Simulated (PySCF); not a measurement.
GeH2: geometry relaxation

- system: GeH2, SMILES [H][Ge][H]
- method: HF/def2-TZVP, RHF (PySCF 2.14.0)

The geometry comes from this level: GFN2-xTB symmetrised. Figures and captions count atoms from 1; the log counts them from 0 in places.

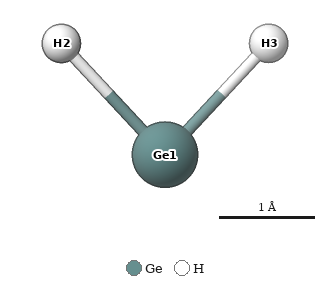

Fig. 1: The starting structure (ball-and-stick view, seen on its broad side; atoms are numbered from 1 in the order of the input). Sticks mark near contacts.

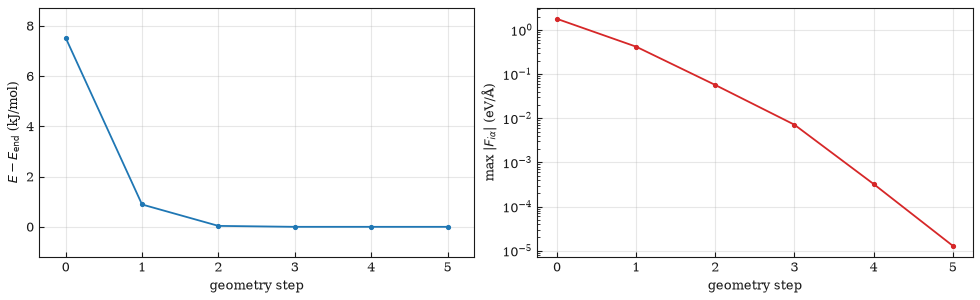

Fig. 2: Progress of the relaxation, step by step (steps are counted from 0).

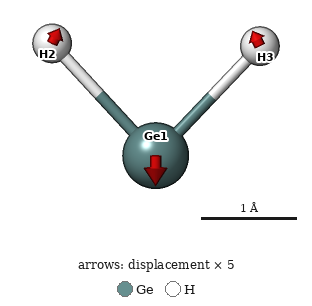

Fig. 3: The starting structure with the displacements as red arrows, magnified 5 times (ball-and-stick view, seen at a tilt). The two geometries are laid on each other by the best rigid fit. Ge1 moves most after the best rigid fit: 0.065 Å. By element the largest moves are Ge 0.065 Å, H 0.036 Å. Among the contacts that change: Ge1–H2 1.608 → 1.670 Å. Among the angles that change: H2–Ge1–H3 86.5° → 81.0°. Over 5 geometry steps the energy falls by 7.53 kJ/mol. The largest force component goes from 1.8 to under 0.0001 eV/Å. (Atoms are counted from 1 in the order of the input.)

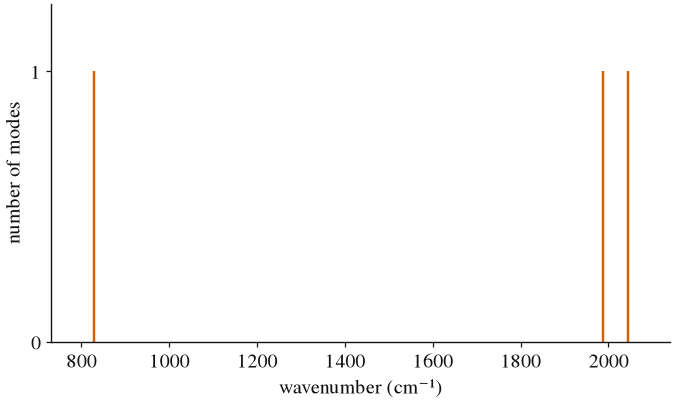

Fig. 4: Harmonic vibrational wavenumbers from the force constants; neighbouring modes closer than 6 cm⁻¹ are counted in one stick. 3 modes from 829 to 2044 cm⁻¹, none imaginary.

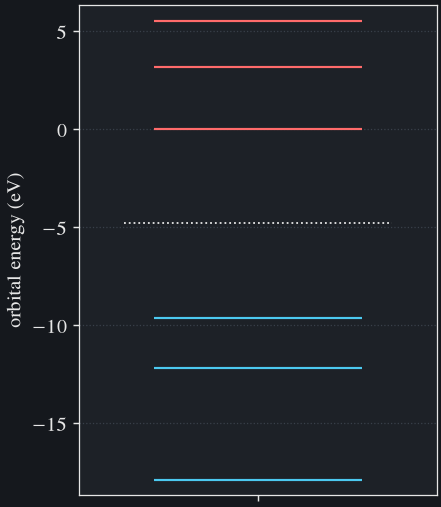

Fig. 5: Orbital energies near the frontier; the dotted line parts filled from empty levels, and levels within 0.02 eV of each other stand side by side. Highest filled −9.60 eV, lowest empty 0.02 eV, 9.62 eV apart.

The input that produced these results follows, with the program's output.

### The input (run.py)
```python
from pyscf import gto, scf, symm
from pyscf.hessian import thermo
from pyscf.geomopt.geometric_solver import kernel as optimise

mol = gto.M(
    atom='''
Ge      -0.000076      -0.000361      -0.031633
H        1.103807      -0.009446       1.137461
H       -1.098343       0.035478       1.142226
''',
    max_memory=1860,
    verbose=3,
    spin=0,
    basis='def2-tzvp',
)

mf = scf.RHF(mol)
mf = mf.density_fit(auxbasis='sto-3g')
mf.conv_tol = 1e-10
converged, mol_eq = optimise(mf, maxsteps=60, convergence_set='GAU_TIGHT')
print('converged:', converged)
print(mol_eq.tostring())

mf.reset(mol_eq)
mol = mol_eq
mf.kernel()
if not mf.converged:
    mf = mf.newton().run(mf.mo_coeff, mf.mo_occ)
e_tot = mf.e_tot
print('E = %.10f Eh' % e_tot)
hess = mf.Hessian().kernel()
modes = thermo.harmonic_analysis(mol, hess)
thermo.dump_normal_mode(mol, modes)
symm.geom.TOLERANCE = 1e-3  # for the symmetry number
th = thermo.thermo(mf, modes['freq_au'], 298.15, 101325)
thermo.dump_thermo(mol, th)
```

Run as:
```bash
OMP_NUM_THREADS=1 python run.py
```

### What the program printed
```
#|     Arguments passed to driver run_optimizer():      |#
convergence_set           GAU_TIGHT
customengine              <pyscf.geomopt.geometric_solver.PySCFEngine object>
maxiter                   60
----------------------------------------------------------
Custom engine selected.
Bonds will be generated from interatomic distances less than 1.20 times sum of covalent radii
9 internal coordinates being used (instead of 9 Cartesians)
Internal coordinate system (atoms numbered from 1):
Distance 1-2
Distance 1-3
Angle 2-1-3
Translation-X 1-3
Translation-Y 1-3
Translation-Z 1-3
Rotation-A 1-3
Rotation-B 1-3
Rotation-C 1-3
<class 'geometric.internal.Distance'> : 2
<class 'geometric.internal.Angle'> : 1
<class 'geometric.internal.TranslationX'> : 1
<class 'geometric.internal.TranslationY'> : 1
<class 'geometric.internal.TranslationZ'> : 1
<class 'geometric.internal.RotationA'> : 1
<class 'geometric.internal.RotationB'> : 1
<class 'geometric.internal.RotationC'> : 1
> ===== Optimization Info: ====
> Job type: Energy minimization
> Maximum number of optimization cycles: 60
> Initial / maximum trust radius (Angstrom): 0.100 / 0.300
> Convergence Criteria:
> Will converge when all 5 criteria are reached:
>  |Delta-E| < 1.00e-06
>  RMS-Grad  < 1.00e-05
>  Max-Grad  < 1.50e-05
>  RMS-Disp  < 4.00e-05
>  Max-Disp  < 6.00e-05
> === End Optimization Info ===

Geometry optimization cycle 1
Cartesian coordinates (Angstrom)
 Atom        New coordinates             dX        dY        dZ
  Ge  -0.000076  -0.000361  -0.031633    0.000000  0.000000  0.000000
   H   1.103807  -0.009446   1.137461    0.000000  0.000000  0.000000
   H  -1.098343   0.035478   1.142226    0.000000  0.000000  0.000000

WARN: Mole.unit (angstrom) is changed to Bohr

converged SCF energy = -2067.21299039245
--------------- DFRHF_Scanner gradients ---------------
         x                y                z
0 Ge     0.0000834094     0.0003978030     0.0348370015
1 H    -0.0117527560     0.0000400053    -0.0173931104
2 H     0.0116693466    -0.0004378082    -0.0174438911
----------------------------------------------
cycle 1: E = -2067.21299039  dE = -2067.21  norm(grad) = 0.0457721
Step    0 : Gradient = 2.643e-02/3.484e-02 (rms/max) Energy = -2067.2129903924
Hessian Eigenvalues: 5.00000e-02 5.00000e-02 5.00000e-02 ... 1.28860e-01 1.28861e-01 1.60000e-01

Geometry optimization cycle 2
Cartesian coordinates (Angstrom)
 Atom        New coordinates             dX        dY        dZ
  Ge  -0.000234  -0.001113  -0.097450   -0.000158 -0.000752 -0.065817
   H   1.121768  -0.009435   1.170331    0.017961  0.000011  0.032870
   H  -1.116146   0.036219   1.175173   -0.017803  0.000741  0.032947
converged SCF energy = -2067.2155182832
--------------- DFRHF_Scanner gradients ---------------
         x                y                z
0 Ge    -0.0000195533    -0.0000932328    -0.0081647351
1 H     0.0051290161    -0.0000578165     0.0040712812
2 H    -0.0051094628     0.0001510493     0.0040934538
----------------------------------------------
cycle 2: E = -2067.21551828  dE = -0.00252789  norm(grad) = 0.0123468
Step    1 : Displace = 4.878e-02/6.582e-02 (rms/max) Trust = 1.000e-01 (=) Grad = 7.128e-03/8.165e-03 (rms/max) E (change) = -2067.2155182832 (-2.528e-03) Quality = 0.690
Hessian Eigenvalues: 5.00000e-02 5.00000e-02 5.00000e-02 ... 1.28860e-01 1.44102e-01 1.78960e-01

Geometry optimization cycle 3
Cartesian coordinates (Angstrom)
 Atom        New coordinates             dX        dY        dZ
  Ge  -0.000228  -0.001086  -0.095110    0.000006  0.000027  0.002340
   H   1.096616  -0.008935   1.169215   -0.025152  0.000500 -0.001115
   H  -1.091000   0.035692   1.173949    0.025147 -0.000526 -0.001224
converged SCF energy = -2067.21584296629
--------------- DFRHF_Scanner gradients ---------------
         x                y                z
0 Ge    -0.0000026452    -0.0000126404    -0.0011069557
1 H     0.0010177615    -0.0000144153     0.0005512738
2 H    -0.0010151163     0.0000270557     0.0005556819
----------------------------------------------
cycle 3: E = -2067.21584297  dE = -0.000324683  norm(grad) = 0.00197622
Step    2 : Displace = 2.061e-02/2.518e-02 (rms/max) Trust = 1.000e-01 (=) Grad = 1.141e-03/1.158e-03 (rms/max) E (change) = -2067.2158429663 (-3.247e-04) Quality = 1.203
Hessian Eigenvalues: 5.00000e-02 5.00000e-02 5.00000e-02 ... 1.28860e-01 1.35077e-01 1.54117e-01

Geometry optimization cycle 4
Cartesian coordinates (Angstrom)
 Atom        New coordinates             dX        dY        dZ
  Ge  -0.000232  -0.001104  -0.096684   -0.000004 -0.000018 -0.001573
   H   1.087768  -0.008746   1.170021   -0.008848  0.000190  0.000806
   H  -1.082148   0.035521   1.174717    0.008852 -0.000172  0.000768
converged SCF energy = -2067.21585715813
--------------- DFRHF_Scanner gradients ---------------
         x                y                z
0 Ge     0.0000003328     0.0000015917     0.0001393900
1 H    -0.0000405578     0.0000000281    -0.0000696069
2 H     0.0000402249    -0.0000016198    -0.0000697831
----------------------------------------------
cycle 4: E = -2067.21585716  dE = -1.41918e-05  norm(grad) = 0.000180035
Step    3 : Displace = 7.312e-03/8.886e-03 (rms/max) Trust = 1.414e-01 (+) Grad = 1.039e-04/1.394e-04 (rms/max) E (change) = -2067.2158571581 (-1.419e-05) Quality = 0.978
Hessian Eigenvalues: 5.00000e-02 5.00000e-02 5.00000e-02 ... 1.28860e-01 1.31567e-01 1.62247e-01

Geometry optimization cycle 5
Cartesian coordinates (Angstrom)
 Atom        New coordinates             dX        dY        dZ
  Ge  -0.000232  -0.001107  -0.096926   -0.000001 -0.000003 -0.000243
   H   1.087736  -0.008744   1.170143   -0.000031  0.000002  0.000121
   H  -1.082116   0.035521   1.174838    0.000032  0.000001  0.000121
converged SCF energy = -2067.21585720592
--------------- DFRHF_Scanner gradients ---------------
         x                y                z
0 Ge     0.0000000153     0.0000000724     0.0000063411
1 H    -0.0000007597    -0.0000000209    -0.0000031690
2 H     0.0000007444    -0.0000000515    -0.0000031721
----------------------------------------------
cycle 5: E = -2067.21585721  dE = -4.77926e-08  norm(grad) = 7.8393e-06
Step    4 : Displace = 1.735e-04/2.426e-04 (rms/max) Trust = 2.000e-01 (+) Grad = 4.526e-06/6.342e-06 (rms/max) E (change) = -2067.2158572059 (-4.779e-08) Quality = 1.050
Hessian Eigenvalues: 5.00000e-02 5.00000e-02 5.00000e-02 ... 1.28860e-01 1.29413e-01 1.57202e-01

Geometry optimization cycle 6
Cartesian coordinates (Angstrom)
 Atom        New coordinates             dX        dY        dZ
  Ge  -0.000232  -0.001107  -0.096944   -0.000000 -0.000000 -0.000018
   H   1.087720  -0.008743   1.170152   -0.000017  0.000000  0.000009
   H  -1.082099   0.035521   1.174847    0.000017 -0.000000  0.000009
converged SCF energy = -2067.21585720609
--------------- DFRHF_Scanner gradients ---------------
         x                y                z
0 Ge     0.0000000005     0.0000000028     0.0000002461
1 H    -0.0000000375    -0.0000000006    -0.0000001229
2 H     0.0000000370    -0.0000000022    -0.0000001231
----------------------------------------------
cycle 6: E = -2067.21585721  dE = -1.69166e-10  norm(grad) = 3.05971e-07
Step    5 : Displace = 1.854e-05/1.885e-05 (rms/max) Trust = 2.828e-01 (+) Grad = 1.767e-07/2.461e-07 (rms/max) E (change) = -2067.2158572061 (-1.692e-10) Quality = 1.231
Hessian Eigenvalues: 5.00000e-02 5.00000e-02 5.00000e-02 ... 1.28860e-01 1.29413e-01 1.57202e-01
Converged! =D

converged: True
Ge         -0.00023241       -0.00110679       -0.09694440
H           1.08771977       -0.00874333        1.17015161
H          -1.08209936        0.03552112        1.17484680
converged SCF energy = -2067.21585720609
E = -2067.2158572061 Eh
Mode                                 0                   1                   2
Irrep
Freq [cm^-1]                      828.5446           1987.7188           2043.8067
Reduced mass [au]                   1.0191              1.0196              1.0241
Force const [Dyne/A]                0.4122              2.3736              2.5205
Char temp [K]                    1192.0912           2859.8847           2940.5829
Normal mode                   x     y     z       x     y     z       x     y     z
       0  Ge                 0.00  0.00  0.01    0.01 -0.00 -0.00    0.00  0.00  0.01
       1   H                 0.54 -0.02 -0.45   -0.46  0.00 -0.53   -0.45  0.00 -0.53
       2   H                -0.54  0.01 -0.44   -0.45  0.02  0.53    0.45 -0.02 -0.54
temperature 298.1500 [K]
pressure 101325.00 [Pa]
Rotational constants [GHz] 212.89079 159.85684 91.30051
Symmetry number 2
Zero-point energy (ZPE) 0.01107 [Eh]   29069.675 [J/mol]
                           tot       elec      trans        rot        vib
Entropy [J/mol/K]       221.571      0.000    162.533     58.252      0.786
Cv [J/mol/K]             27.568      0.000     12.472     12.472      2.625
Cp [J/mol/K]             35.883      0.000     20.786     12.472      2.625
Internal energy [J/mol]                      3718.434   3718.434  29257.817
Internal energy [Eh]   -2067.20188  -2067.21586
Enthalpy [J/mol]                             6197.391   3718.434  29257.817
Enthalpy [Eh]          -2067.20094
Gibbs free energy [J/mol]                  -42261.880 -13649.314  29023.473
Gibbs free energy [Eh] -2067.22610
```

### Trajectory as extended XYZ (Å, eV, eV/Å), 6 frames, from step=0 to step=5
```
3
Properties=species:S:1:pos:R:3:forces:R:3 step=0 energy=-56251.73113
Ge   -0.0001   -0.0004   -0.0316   -0.0043  -0.0205  -1.7914
H     1.1038   -0.0094    1.1375    0.6044  -0.0021   0.8944
H    -1.0983    0.0355    1.1422   -0.6001   0.0225   0.8970
3
Properties=species:S:1:pos:R:3:forces:R:3 step=1 energy=-56251.79992
Ge   -0.0002   -0.0011   -0.0974    0.0010   0.0048   0.4198
H     1.1218   -0.0094    1.1703   -0.2637   0.0030  -0.2094
H    -1.1161    0.0362    1.1752    0.2627  -0.0078  -0.2105
3
Properties=species:S:1:pos:R:3:forces:R:3 step=2 energy=-56251.80876
Ge   -0.0002   -0.0011   -0.0951    0.0001   0.0006   0.0569
H     1.0966   -0.0089    1.1692   -0.0523   0.0007  -0.0283
H    -1.0910    0.0357    1.1739    0.0522  -0.0014  -0.0286
3
Properties=species:S:1:pos:R:3:forces:R:3 step=3 energy=-56251.80914
Ge   -0.0002   -0.0011   -0.0967    0.0000  -0.0001  -0.0072
H     1.0878   -0.0087    1.1700    0.0021   0.0000   0.0036
H    -1.0821    0.0355    1.1747   -0.0021   0.0001   0.0036
3
Properties=species:S:1:pos:R:3:forces:R:3 step=4 energy=-56251.80914
Ge   -0.0002   -0.0011   -0.0969    0.0000   0.0000  -0.0003
H     1.0877   -0.0087    1.1701    0.0000   0.0000   0.0002
H    -1.0821    0.0355    1.1748    0.0000   0.0000   0.0002
3
Properties=species:S:1:pos:R:3:forces:R:3 step=5 energy=-56251.80914
Ge   -0.0002   -0.0011   -0.0969    0.0000   0.0000   0.0000
H     1.0877   -0.0087    1.1702    0.0000   0.0000   0.0000
H    -1.0821    0.0355    1.1748    0.0000   0.0000   0.0000
```

### Summary

```csv
quantity,value
outcome,converged
total energy,−2067.215857 hartree
basis functions,60
HOMO,−9.60 eV
LUMO,0.02 eV
zero-point energy,0.011072 hartree
dipole moment,1.32 D
"wavenumbers, lowest and highest",829 and 2044 cm⁻¹
hardware,"1 thread of Arm Neoverse V2, 24 GiB of memory available, shared host"
wall time,1.7 s
peak memory,0.15 GiB
```
